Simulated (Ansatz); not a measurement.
The Ansatz input:

```
crystal:
  lattice:
    - [7.6671877233, 0.0, 0.0]
    - [-3.8335938617, 6.639979344, 0.0]
    - [0.0, 0.0, 25.8606453509]
  atoms:
    - { symbol: Si, position: [0.6666666667, 0.3333333333, 0.3721678198] }
    - { symbol: Si, position: [0.6666666667, 0.8333333333, 0.3721678198] }
    - { symbol: Si, position: [0.1666666667, 0.3333333333, 0.3721678198] }
    - { symbol: Si, position: [0.1666666667, 0.8333333333, 0.3721678198] }
    - { symbol: Si, position: [0.5, 0.5, 0.4024272763] }
    - { symbol: Si, position: [0.5, 0.0, 0.4024272763] }
    - { symbol: Si, position: [0.0, 0.5, 0.4024272763] }
    - { symbol: Si, position: [0.0, 0.0, 0.4024272763] }
    - { symbol: Si, position: [-0.0114709531, 0.5114183882, 0.49153481] }
    - { symbol: Si, position: [-0.0113938354, -0.0224904593, 0.4915238483] }
    - { symbol: Si, position: [0.5225402101, 0.5116341936, 0.4915267519] }
    - { symbol: Si, position: [0.4997610479, 0.0002860712, 0.49856497] }
    - { symbol: Si, position: [0.8332194536, 0.6668124813, 0.5387465491] }
    - { symbol: Si, position: [0.8500807305, 0.1751705806, 0.5228172648] }
    - { symbol: Si, position: [0.3247477223, 0.6499693005, 0.5228404167] }
    - { symbol: Si, position: [0.3247488853, 0.1754341308, 0.5228265536] }
    - { symbol: F, position: [0.6618770393, 0.3253296128, 0.3096079534] }
    - { symbol: F, position: [0.6633910337, 0.8378605408, 0.3096021923] }
    - { symbol: F, position: [0.1666215417, 0.331511275, 0.3095303037] }
    - { symbol: F, position: [0.174556977, 0.8387185909, 0.3096078291] }
basis:
  ecutwfc: 420
kpoints:
  mp_grid: { grid: [3, 3, 1] }
hamiltonian:
  xc: pbe
  dispersion: d3bj
scf:
  occupations: { method: gaussian, width: 0.05 }
output:
  forces: true
  eigenvalues: true
  write_density: true
  volumetric_format: npy
efield:
  axis: 3
  dipole_correction: true
  ramp_width: 0.04
```

Run as:
```bash
ansatz run input.yaml --threads 4 --pin off --max-ram 10240MiB --backend cpu --events-out ev --progress --plain --runs-dir out
```

What does the potential across the slab give for the work function?

The work function is 5.05 eV at the right face and 6.57 eV at the left. The vacuum level is 1.52 eV higher at the left than at the right, so the slab carries a dipole along its normal; the ramp in the vacuum, at or near the edge of the plot, is the dipole correction that keeps each side flat. The outermost atoms are 5.9 Å apart, which leaves 19.9 Å of vacuum in a cell 25.9 Å high.

The atoms aren't at rest in this cell (largest force 0.9 eV/Å), so the relaxed material can differ.

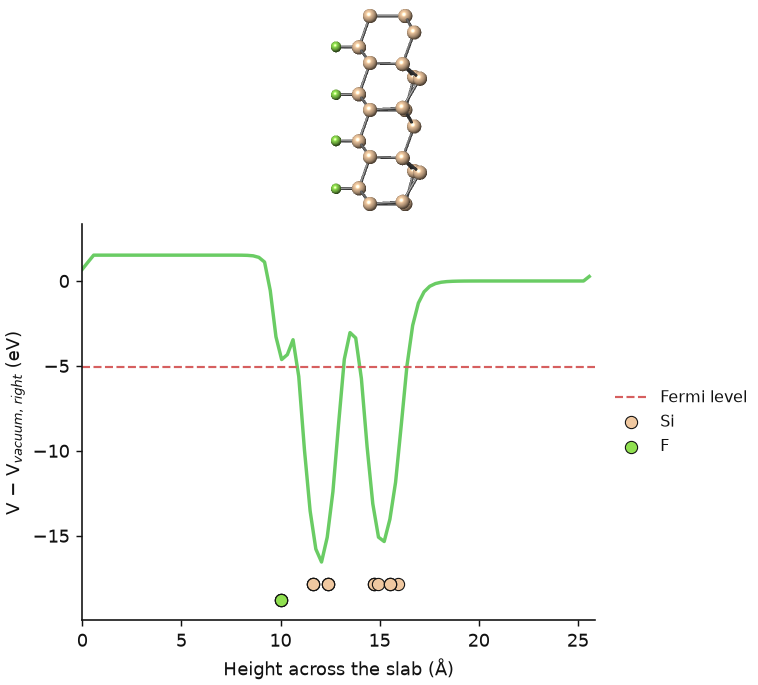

Plane-averaged electrostatic potential energy of an electron across the slab; circles at the bottom mark the heights of the atoms. The structure is drawn too.
